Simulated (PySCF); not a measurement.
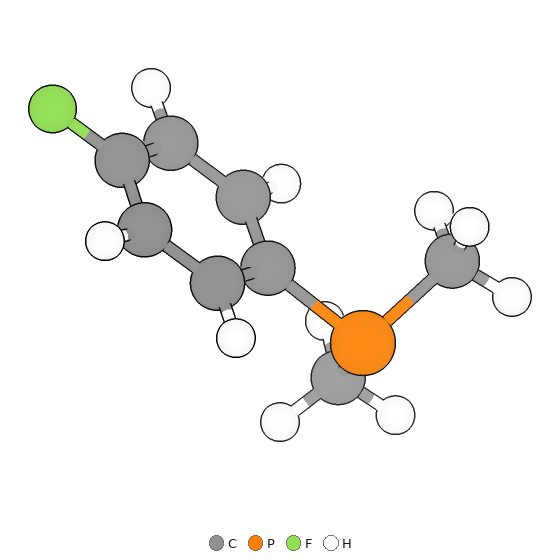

Geometry used (C₈H₁₀FP, SMILES CP(C)c1ccc(F)cc1).

Vertical TDDFT excitations, ωB97X-D/def2-SVPD in PySCF 2.14.0, at a PBE0-D3(BJ)/def2-SVP geometry (no frequency check), gas phase.

Question: What does its absorption spectrum look like?

Answer: The lowest singlet lies at 5.33 eV (232 nm, f = 0.008) (S2 lies within 0.06 eV, too close to order); the brightest of the first 10 is S7 at 6.98 eV (178 nm), f = 0.437, mixed, the largest part being HOMO−2 → LUMO+1 (39 %). No singlet lies below 3.1 eV (beyond 400 nm), so at this level no vertical transition falls in the visible.


| state | E (eV) | λ (nm) | f | main character |
| --- | --- | --- | --- | --- |
| S1 | 5.33 | 232 | 0.008 | HOMO−1 → LUMO (42 %) |
| S2 | 5.36 | 231 | 0.010 | HOMO → LUMO (69 %) |
| S3 | 5.79 | 214 | 0.001 | HOMO → LUMO+1 (74 %) |
| S4 | 6.00 | 206 | 0.074 | HOMO−1 → LUMO+1 (40 %) |
| S5 | 6.78 | 183 | 0.375 | HOMO → LUMO+2 (40 %) |
| S6 | 6.89 | 180 | 0.262 | HOMO−2 → LUMO (33 %) |
| S7 | 6.98 | 178 | 0.437 | HOMO−2 → LUMO+1 (39 %) |
| S8 | 7.11 | 174 | 0.254 | HOMO → LUMO+2 (25 %) |
| S9 | 7.15 | 174 | 0.092 | HOMO → LUMO+4 (87 %) |
| S10 | 7.51 | 165 | 0.000 | HOMO−1 → LUMO+2 (54 %) |

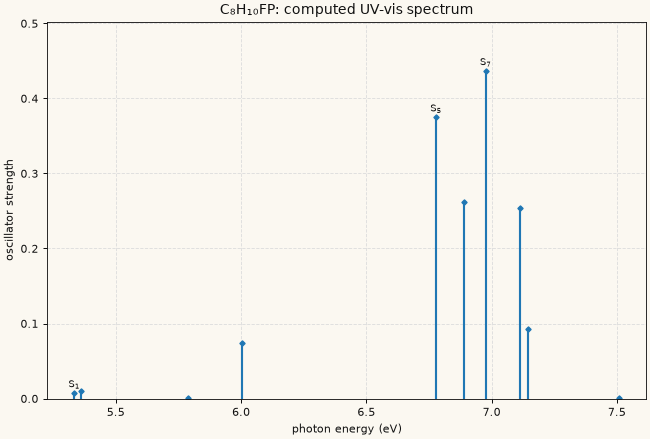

Only the first 10 singlet excitations are included.

Caveats: one conformer of a flexible molecule; core orbitals are frozen in the response.
